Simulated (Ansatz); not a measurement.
# How well the gap of Li2MgGeS4 (stannite) (I-42m) can be computed, part 2 of 2

Wanted: the gap of Li2MgGeS4 (stannite) (I-42m) by functionals, hybrids and G0W0, carried to the basis limit, with what remains uncertain.

Ansatz 0.2.0; density functionals, hybrids, G0W0, plane waves, PAW. Known limits of the many-body steps: not at the basis limit; no spin-orbit coupling.

So far. Step 3 (PBEsol bands): The gap is indirect, with the least direct gap 0.005 eV higher. Step 4 (PBEsol+SOC): The gap stands −0.01 eV against PBEsol.

The structure was built from a prototype and need not be the compound's stable phase.

### 5. r2SCAN

r2SCAN sits between gradient functionals and hybrids in what it does to gaps, at little more than semilocal cost.

This step: DFT, r2SCAN, plane waves, PAW.

Input file input.yaml:

```yaml
crystal:
  lattice:
    - [-2.7180944902, 2.7180944902, 5.5042990216]
    - [2.7180944902, -2.7180944902, 5.5042990216]
    - [2.7180944902, 2.7180944902, -5.5042990216]
  atoms:
    - { symbol: Li, position: [0.75, 0.25, 0.5] }
    - { symbol: Li, position: [0.25, 0.75, 0.5] }
    - { symbol: Mg, position: [0.0, 0.0, 0.0] }
    - { symbol: Ge, position: [0.5, 0.5, 0.0] }
    - { symbol: S, position: [0.8533830743, 0.8533830743, 0.4617170967] }
    - { symbol: S, position: [0.1466169257, 0.6083340224, 0.0] }
    - { symbol: S, position: [0.6083340224, 0.1466169257, 0.0] }
    - { symbol: S, position: [0.3916659776, 0.3916659776, 0.5382829033] }
kpoints:
  mp_grid: { grid: [6, 6, 6] }
  band_path:
    path:
      - [0.0, 0.0, 0.0]
      - [0.0, 0.0, 0.5]
      - [0.25, 0.25, 0.25]
      - [0.0, 0.5, 0.0]
      - [0.5, 0.5, -0.5]
      - [0.3125, 0.6875, -0.3125]
      - [-0.3125, 0.3125, 0.3125]
      - [-0.125, 0.125, 0.5]
    npoints: 1
hamiltonian:
  xc: r2scan
scf:
  occupations: { method: fixed }
  n_extra_bands: 6
output:
  eigenvalues: true
  forces: true
  stress: true
```

On the command line:

```sh
$ ansatz run input.yaml --threads 4 --pin off --max-ram 17510MiB --backend cpu --events-out ev --progress --plain --runs-dir out
```

Numbers of over 12 decimals in the logs are rounded to 6 here.

The program printed:

```text
[...]
Crystal: 8 atoms, lattice volume = 162.664 Å³
Basis set: ecut = 500 eV, 4113 PW (Γ), exchange–correlation on 200×200×200 points (64 copies of the dense FFT grid, shifted against one another)
Bands: 33, of which v1, the nominal top of the filled ones, is band 27 counted from 1 (26 counted from 0)
Symmetry: 8 space group operations
[...]
k-point 0: bands = [... 23 lower, 1.9595, 2.8862, 3.0905, 3.0905, 6.2782, 6.9315, 8.9973, 8.9973, ... 2 higher]
  k-point 1: bands = [... 23 lower, 2.2938, 2.4171, 2.6960, 3.0845, 6.6014, 7.7030, 8.9295, 9.1130, ... 2 higher]
  k-point 2: bands = [... 23 lower, 2.2164, 2.5712, 2.6772, 3.0498, 6.5397, 8.5336, 9.0535, 9.3375, ... 2 higher]
  k-point 29: bands = [... 23 lower, 2.1961, 2.2064, 2.6377, 2.6377, 6.3871, 7.2412, 7.2412, 7.9373, ... 2 higher]
[key lines of the parts left out:]
SCF converged after 7 iterations
Free energy (F): -10272.377430 eV
Fermi energy:    3.109586 eV
P = ⅓ Tr σ = 0.3686 GPa (3.686 kbar)
```

The job ended after 20 s (4 threads of Arm Neoverse N1, shared host; peak memory 0.97 GiB).

Numbers from this step:

```yaml
pressure: 0.3686 GPa
gap: 3.092 eV
valence_top_at: X
conduction_bottom_at: X
least_direct_gap: 3.092 eV
```

The gap stands +0.50 eV against PBEsol, and the conduction bottom moves to (0.000, 0.000, 0.500).

### 6. HSE06

HSE06 mixes in a quarter of exact exchange at short range. Exchange couples all pairs of k points, which makes a full band path dear, so levels are read on the mesh and at chosen points.

This step: DFT, HSE06, plane waves, PAW.

input.yaml, as its differences from that of step 5:

```diff
@@ -15,3 +15,3 @@
 kpoints:
-  mp_grid: { grid: [6, 6, 6] }
+  mp_grid: { grid: [4, 4, 4] }
   band_path:
@@ -28,3 +28,3 @@
 hamiltonian:
-  xc: r2scan
+  xc: hse06
 scf:
@@ -34,3 +34,5 @@
   eigenvalues: true
-  forces: true
-  stress: true
+  write_density: true
+  write_potential: true
+  elf: true
+  volumetric_format: npy
```

The program printed:

```text
[...]
davidson cushion auto → on  (no smearing: the cushion is to keep the highest requested band from converging to the state above it; pin scf.eigensolver.cushion to override)
Crystal: 8 atoms, lattice volume = 162.664 Å³
Basis set: ecut = 420 eV, 3171 PW (Γ)
Bands: 33, of which v1, the nominal top of the filled ones, is band 27 counted from 1 (26 counted from 0)
Symmetry: 8 space group operations
[...]
k-points: 13 of 64 (time reversal used)
[...]
E sigma→0 (E₀):  -10248.667300 eV
Fermi energy:    2.655113 eV
[...]
--- Band table (eV; the first three rows and the last of 13) ---
  k-point 0: bands = [... 23 lower, 1.4531, 2.4756, 2.6551, 2.6551, 6.4940, 7.1136, 9.2721, 9.2721, ... 2 higher]
  k-point 1: bands = [... 23 lower, 1.7058, 1.9992, 2.0088, 2.6160, 6.9374, 8.6281, 9.0156, 9.5813, ... 2 higher]
  k-point 2: bands = [... 23 lower, 1.8468, 2.3382, 2.3921, 2.6247, 6.4772, 8.5081, 9.5933, 9.7485, ... 2 higher]
  k-point 12: bands = [... 23 lower, 1.7147, 1.7147, 2.1534, 2.1534, 6.7158, 7.4055, 7.4055, 8.1308, ... 2 higher]
[key lines of the parts left out:]
Free energy (F): -10248.667300 eV
```

Elapsed: 2.6 min, on 4 threads; peak memory 3.2 GiB; 9.7 min of CPU time.

Numbers from this step:

```yaml
gap: 3.822 eV
valence_top_at: Γ
conduction_bottom_at: X
least_direct_gap: 3.839 eV
```

The gap stands +1.23 eV against PBEsol, and the valence top moves to Γ, and the conduction bottom moves to (0.000, 0.000, 0.500).

### 7. G0W0, 4×4×4 mesh, 122 empty bands, screening to 48 eV

G0W0 replaces the xc potential by the self-energy, built once from these orbitals. Only a window of levels is corrected, while the sums run over the empty bands that the input names.

This step: G0W0 on PBEsol, plane waves, PAW.

input.yaml, as its differences from that of step 6:

```diff
@@ -16,23 +16,11 @@
   mp_grid: { grid: [4, 4, 4] }
-  band_path:
-    path:
-      - [0.0, 0.0, 0.0]
-      - [0.0, 0.0, 0.5]
-      - [0.25, 0.25, 0.25]
-      - [0.0, 0.5, 0.0]
-      - [0.5, 0.5, -0.5]
-      - [0.3125, 0.6875, -0.3125]
-      - [-0.3125, 0.3125, 0.3125]
-      - [-0.125, 0.125, 0.5]
-    npoints: 1
 hamiltonian:
-  xc: hse06
+  xc: pbesol
 scf:
   occupations: { method: fixed }
-  n_extra_bands: 6
-output:
-  eigenvalues: true
-  write_density: true
-  write_potential: true
-  elf: true
-  volumetric_format: npy
+gw:
+  n_empty_bands: 122
+  ecut_chi: 48
+  qp_bands: [v2, c2]
+  qp_kpoints: band_edges
+  screening: { model: contour_deformation }
```

The program printed:

```text
[...]
Crystal: 8 atoms, lattice volume = 162.664 Å³
Basis set: ecut = 420 eV, 3171 PW (Γ)
Bands: 35, of which v1, the nominal top of the filled ones, is band 27 counted from 1 (26 counted from 0)
Symmetry: 8 space group operations
[...]
k-points: 13 of 64 (time reversal used)
[...]
1    29      8.0253    -6.9247    -3.6650   -11.5689  0.7937     9.0209     9.0044  root
[...]
12    26      2.8442   -17.6285     2.7331   -14.2794  0.7607     2.2215     2.2281  root
    12    27      2.8442   -17.6285     2.7331   -14.2794  0.7607     2.2215     2.2281  root
    12    28      6.1564    -9.0594    -3.2157   -13.4417  0.7939     7.3402     7.3229  root
    12    29      6.9034    -5.4225    -3.3013    -9.4173  0.8111     7.6024     7.5969  root
[key lines of the parts left out:]
SCF converged after 7 iterations
Free energy (F): -10119.429917 eV
Fermi energy:    3.322674 eV
```

Elapsed: 1.7 min, on 4 threads; peak memory 0.92 GiB; 6.2 min of CPU time.

This step gave:

* bands summed: 149
* RPA ε∞ on this mesh (eigenvalues): 4.372, 4.372, 4.374
* plane waves in the screening matrix: 123
* G0W0 gap on the mesh: 4.165 eV
* k of the valence top: 0, 0, 0
* k of the conduction bottom: 0, 0, 0
* starting gap on the mesh: 2.588 eV
* least direct G0W0 gap on the computed points: 4.165 eV

The gap on the mesh goes from 2.59 eV to 4.16 eV, a correction of +1.58 eV. Between the two edge states, bare exchange in place of the xc potential would open the gap by 7.38 eV, and correlation takes back 5.81 eV.

### 8. G0W0, 4×4×4 mesh, 485 empty bands, screening to 120 eV

Bands and screening cutoff are moved together, since each hides the error of the other.

input.yaml, as its differences from that of step 7:

```diff
@@ -21,4 +21,4 @@
 gw:
-  n_empty_bands: 122
-  ecut_chi: 48
+  n_empty_bands: 485
+  ecut_chi: 120.0
   qp_bands: [v2, c2]
```

The program printed:

```text
[...]
Crystal: 8 atoms, lattice volume = 162.664 Å³
Basis set: ecut = 420 eV, 3171 PW (Γ)
Bands: 35, of which v1, the nominal top of the filled ones, is band 27 counted from 1 (26 counted from 0)
Symmetry: 8 space group operations
[...]
k-points: 13 of 64 (time reversal used)
[...]
SCF iter   1: F=—  HF=-10119.441460 eV  |F-HF|=—  |Δ(HF+E_count)|=         —  Δρ=3.47e-3  dr2=3.10e-2  ethr=1.77e-3  ⟨swp⟩=5.0  Hψ=1682  notcnv=0  defer=71
[...]
SCF iter   7: F=-10119.429917 eV  HF=-10119.429917 eV  |F-HF|=4.99e-8  |Δ(HF+E_count)|=   1.24e-6  Δρ=4.29e-6  dr2=3.06e-8  ethr=1.85e-10  ⟨swp⟩=10.5  Hψ=2020  notcnv=0
SCF 1 converged in 7 iterations: F = -10119.429917 eV  dr2 = 3.06e-8
[...]
G₀W₀ screening: q 1/13
[... further progress lines ...]
[...]
SCF converged after 7 iterations
Free energy (F): -10119.429917 eV
[...]
Internal energy: -10119.429917 eV  (E = F + TS)
E sigma→0 (E₀):  -10119.429917 eV
Fermi energy:    3.322674 eV
[...]
--- Band table (eV; the first three rows and the last of 13) ---
  k-point 0: bands = [... 23 lower, 2.1825, 3.1107, 3.3106, 3.3106, 5.9111, 6.6084, 8.6706, 8.6706, ... 4 higher]
  k-point 1: bands = [... 23 lower, 2.4536, 2.6685, 2.7273, 3.2900, 6.3575, 8.0253, 8.4015, 8.9482, ... 4 higher]
  k-point 2: bands = [... 23 lower, 2.5527, 3.0364, 3.1084, 3.3227, 5.9164, 7.8906, 8.9310, 9.0856, ... 4 higher]
  k-point 12: bands = [... 23 lower, 2.4321, 2.4321, 2.8442, 2.8442, 6.1564, 6.9034, 6.9034, 7.5819, ... 4 higher]
[...]
bands read: the sum over 512 bands ends inside a degenerate multiplet in 1 slot, whose members it reads at an even weight; the widest, k=8: bands 512 to 513 (counted from 1) at 1/2 each
[...]
0    26      3.3106   -18.2648     2.1047   -15.1779  0.7599     2.3134     2.3285  root
     0    27      3.3106   -18.2648     2.1047   -15.1779  0.7599     2.3134     2.3285  root
     0    28      5.9111    -9.1476    -3.6253   -13.4397  0.7938     6.5824     6.5778  root
     0    29      6.6084    -5.4889    -3.5871    -9.5502  0.8091     7.0850     7.0825  root
     1    26      2.7273   -17.7652     2.3988   -14.3116  0.7531     1.6520     1.6725  root
     1    27      3.2900   -18.2307     2.1896   -15.0397  0.7583     2.2724     2.2887  root
     1    28      6.3575    -9.2539    -3.7256   -13.7068  0.7884     7.0910     7.0848  root
     1    29      8.0253    -6.9247    -4.0038   -11.5689  0.7900     8.6721     8.6656  root
     2    26      3.1084   -18.1264     2.3694   -14.7234  0.7540     2.0557     2.0748  root
     2    27      3.3227   -18.0646     2.3109   -14.7181  0.7565     2.2690     2.2872  root
     2    28      5.9164    -9.1742    -3.5945   -13.4720  0.7917     6.6250     6.6197  root
     2    29      7.8906    -7.2406    -4.0782   -11.9946  0.7934     8.5731     8.5663  root
     3    26      3.0116   -17.9294     2.1764   -14.7531  0.7580     1.9950     2.0118  root
     3    27      3.1145   -18.0868     2.1438   -14.9525  0.7585     2.1081     2.1241  root
     3    28      6.5520    -9.9985    -3.7750   -14.5393  0.7830     7.3250     7.3178  root
     3    29      7.4376    -6.0038    -3.7767   -10.3025  0.8011     7.9631     7.9596  root
     4    26      2.8880   -17.8947     2.3651   -14.4952  0.7535     1.8338     1.8535  root
     4    27      3.0819   -17.8645     2.3401   -14.4818  0.7553     2.0202     2.0393  root
     4    28      6.4292    -9.7798    -3.7351   -14.2744  0.7848     7.1956     7.1887  root
     4    29      8.1450    -7.0564    -4.0207   -11.6976  0.7911     8.7715     8.7655  root
     5    26      2.7795   -17.6905     2.3319   -14.3237  0.7542     1.7252     1.7446  root
     5    27      2.8415   -17.7974     2.3108   -14.4549  0.7550     1.7906     1.8097  root
     5    28      6.9444   -10.3245    -3.9587   -15.1383  0.7767     7.8098     7.7994  root
     5    29      8.1702    -7.0030    -4.0117   -11.6413  0.7898     8.8031     8.7968  root
[...]
11    26      2.7729   -17.5715     2.2845   -14.2650  0.7548     1.7321     1.7509  root
    11    27      3.0596   -17.8710     2.3424   -14.4919  0.7547     2.0039     2.0230  root
    11    28      6.4038    -9.4757    -3.6996   -13.9163  0.7861     7.1513     7.1447  root
    11    29      7.7396    -6.4719    -3.8791   -10.9333  0.7973     8.3264     8.3218  root
    12    26      2.8442   -17.6285     2.3215   -14.2794  0.7540     1.7971     1.8166  root
    12    27      2.8442   -17.6285     2.3215   -14.2794  0.7540     1.7971     1.8166  root
    12    28      6.1564    -9.0594    -3.6354   -13.4417  0.7882     6.9096     6.9033  root
    12    29      6.9034    -5.4225    -3.5359    -9.4173  0.8090     7.3645     7.3622  root
```

Run time: 19 min. Hardware: 4 threads; peak memory 3.5 GiB; 74 min of CPU time.

This step gave:

```
bands summed                                 : 512
RPA ε∞ on this mesh (eigenvalues)            : 4.327, 4.327, 4.328
plane waves in the screening matrix          : 461
q-points in the mesh                         : 64
G0W0 gap on the mesh                         : 4.249 eV
k of the valence top                         : 0, 0, 0
k of the conduction bottom                   : 0, 0, 0
starting gap on the mesh                     : 2.588 eV
Z at the valence top                         : 0.7599
Z at the conduction bottom                   : 0.7938
least direct G0W0 gap on the computed points : 4.249 eV
```

Against the run with 4×4×4 mesh, 122 empty bands, screening to 48 eV, the gap moves by +0.08 eV.

Limits: finite bands, cutoff and mesh; no spin-orbit coupling. v1 is the top filled band, c1 the lowest empty one. The levels before and after the correction (eV, zero at the valence-band top of each column):

|  | conduction bottom | valence top |
| --- | --- | --- |
| Kohn-Sham | 2.59 | 0.00 |
| G0W0 | 4.25 | 0.00 |

|  | level | occupation | energy (eV) |
| --- | --- | --- | --- |
| Kohn-Sham | Γ v2-v1 | 2 | -0.012 |
| Kohn-Sham | Γ c1 | 0 | 2.588 |
| Kohn-Sham | Γ c2 | 0 | 3.286 |
| G0W0 | Γ v2-v1 | 2 | 0.000 |
| G0W0 | Γ c1 | 0 | 4.249 |
| G0W0 | Γ c2 | 0 | 4.754 |

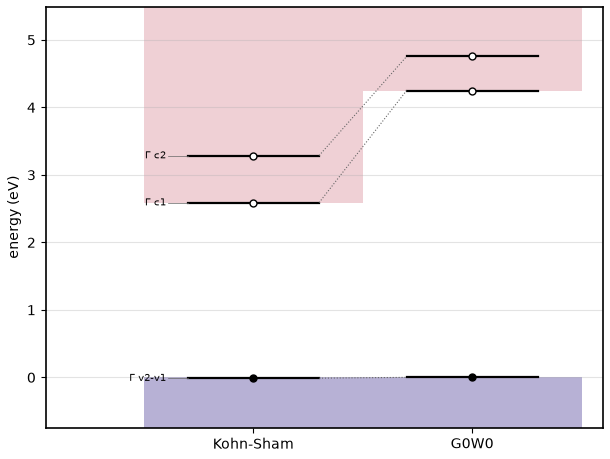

Levels before and after the correction. Shaded: valence and conduction bands. Filled marks are occupied levels, open marks empty ones.

How the two edges are built up, in eV (the quasiparticle level is the starting level plus Σx plus Σc less Vxc):

| run | edge | start | Σx | Σc | Vxc | Z | QP |
| --- | --- | --- | --- | --- | --- | --- | --- |
| 149 bands | valence top | 3.31 | -18.26 | 2.56 | -15.18 | 0.77 | 2.79 |
| 149 bands | conduction bottom | 5.91 | -9.15 | -3.25 | -13.44 | 0.80 | 6.95 |
| 512 bands | valence top | 3.31 | -18.26 | 2.10 | -15.18 | 0.76 | 2.33 |
| 512 bands | conduction bottom | 5.91 | -9.15 | -3.63 | -13.44 | 0.79 | 6.58 |

### 9. The ladder

Times are wall times on 4 threads of Arm Neoverse N1, shared host, good to a factor of about two. G0W0 rows are gaps on the mesh, lowered by the amount that the mesh misses the start's edges, a rough step that assumes the same correction there.

| level | gap (eV) | least direct gap (eV) | time |
| --- | --- | --- | --- |
| PBEsol | 2.59 | 2.59 | 17 s |
| PBEsol+SOC | 2.58 | 2.58 | 58 s |
| r2SCAN | 3.09 | 3.09 | 20 s |
| HSE06 | 3.82 | 3.84 | 2.6 min |
| G0W0@PBEsol (122 empty bands) | 4.16 | - | 1.7 min |
| G0W0@PBEsol (485 empty bands) | 4.25 | - | 19 min |

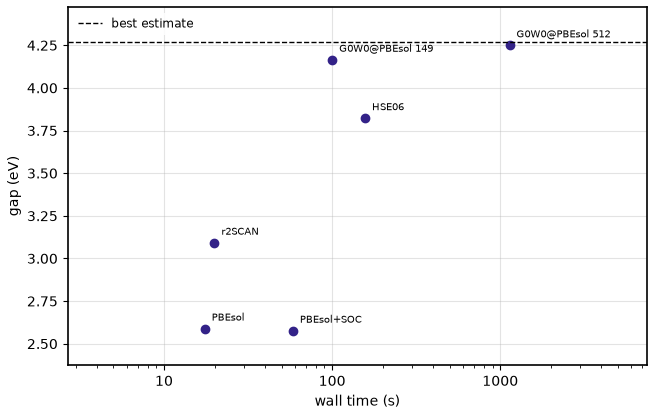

Result against wall time.

### 10. Adding up the best estimate

| term | eV | running total (eV) |
| --- | --- | --- |
| G0W0 on the mesh, top rung | 4.249 | 4.249 |
| to the limit, by a line in one over the bands through the two top rungs | +0.035 | 4.284 |
| spin-orbit change, from PBEsol | −0.013 | 4.271 |

### 11. What came out

| Item | Value |
| --- | --- |
| PBEsol gap | 2.59 eV, indirect (only 5 meV under the direct gap) |
| HSE06 | 3.82 eV |
| G0W0, top rung on the mesh | 4.25 eV |
| best estimate, G0W0@PBEsol with spin-orbit change | 4.27 eV |
| GW settings of the top rung | 4×4×4 mesh, 485 empty bands, screening to 120 eV |
| known limits | one-shot GW, static lattice; one k mesh, untested |

What this shows: The best estimate for G0W0@PBEsol is 4.27 eV, direct on the mesh, against 2.58 eV at the start (both with spin-orbit coupling). The limit rests on the two highest rungs, unchecked by another pair. Among the functionals HSE06 comes nearest: −0.46 eV from the estimate without its spin-orbit term (4.28 eV). The coupling also moves a band edge to another k point, so its change of the gap does not carry over to G0W0 exactly. All runs took 26 min, 81 % of it in G0W0.

[Paths, hosts, dates, memory and timing lines, banners, echoed tables and standing remarks are left out of the program output.]

[Logs are printed without paths, hosts, clocks, repeated set-up lines and the standing remarks that a program may print on its own settings, such as how far it seeks lower states.]

[Runs of the session that timed out or met a known fault of the program may be left out.]

[Cells called generated may have been cut or substituted from an entry of the Crystallography Open Database or the Materials Project.]

[Hosts, paths, dates, database ids (printed as entryN), source tags and the programs' standing remarks are cut or masked in the printed files.]
